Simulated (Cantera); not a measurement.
Input: 1 mol Cr2O3, 26 mol H2, 1.9 mol H2O, equilibrated at 10.0 mbar.

Cantera equilibrium calculation (NASA polynomials, part measured and part estimated; ideal gas, pure solids and liquids). Candidate condensed phases: Cr, Cr2O3, H2O; 13 gas species. Equilibrium is a limit: real reactors are often held back by kinetics, nucleation or transport.

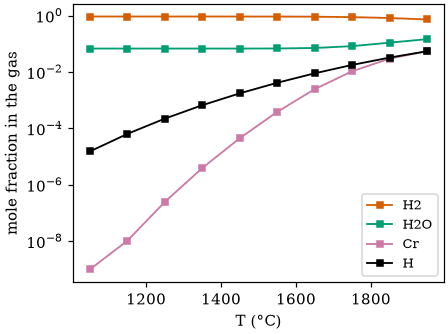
Figure. Equilibrium gas composition (values under 1e-9 drawn at 1e-9)

From 1050 °C to 1850 °C the condensed part is Cr2O3(s). At 1950 °C nothing is condensed.
